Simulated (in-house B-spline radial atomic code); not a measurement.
RPA and GW calculation, with input and output: Mn²⁺

- system: Mn²⁺, configuration [Ar] 3d5.
- method: RPA, second-order and SOSEX correlation energies and G0W0 (contour deformation) on a non-relativistic mean field, all electrons, B-spline basis (in-house B-spline radial atomic code)

## Key numbers

```tsv
quantity	value
outcome	converged
mean-field total energy	−1149.97148 hartree
total energy with exact exchange alone	−1149.09445 hartree
exact exchange energy	−50.64043 hartree
RPA correlation, extrapolated in the angular momentum of the empty orbitals	−1.49683 hartree
RPA correlation, as summed	−1.48288 hartree
direct second-order term	−1.71272 hartree
second-order exchange term	0.56340 hartree
SOSEX term	0.51658 hartree
hardware	1 CPU thread, shared host
wall time	3.1 s
```

## Remarks

Limits: relativity is absent.

## Input file
```
Z = 25
electrons = 23.0
configuration = [Ar] 3d5
hamiltonian = nr
method = lc_wpbe
lmax = 9
spin_polarised = True
box_radius = 17.55
intervals = 51
```

Launched within a batch (the task file carries these settings):
```bash
python <driver script> task.json out
```

The program writes its results to a structured record and prints no log; tables and figures of this report are taken from that record.

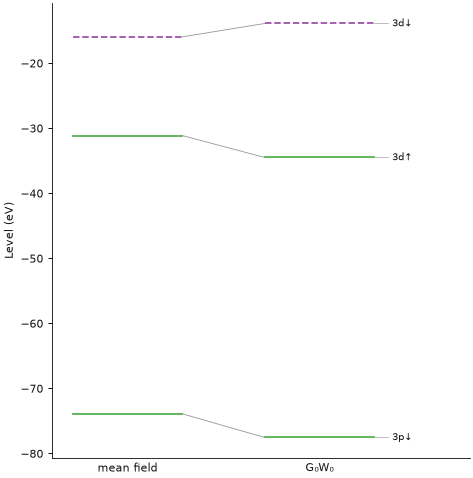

**Figure 1.** Mean-field and G₀W₀ levels (solid occupied, dashed empty) for Mn²⁺ ([Ar] 3d⁵). All-electron spherical atom, non-relativistic, LC-wPBE start, no spin-orbit coupling, Breit or QED terms; computed with a B-spline radial code. The quasi-particle equation is solved at full frequency; levels of low quasi-particle weight Z are left out. Σ columns are in eV, and Σc holds an estimate for the angular momenta beyond the basis. G₀W₀ moves the highest occupied level, 3d↑, from −31.14 to −34.49 eV (renormalisation factor Z = 0.93). The empty level 3d↓ goes from −15.95 to −13.90 eV.

| Level | Mean field (eV) | Σx − vxc (eV) | Σc (eV) | Z | G₀W₀ (eV) |
| --- | --- | --- | --- | --- | --- |
| 3d↓ | −15.95 | 6.84 | −4.79 | 0.94 | −13.90 |
| 3d↑ | −31.14 | −4.34 | 0.99 | 0.93 | −34.49 |
| 3p↓ | −73.90 | −5.10 | 1.46 | 0.91 | −77.54 |
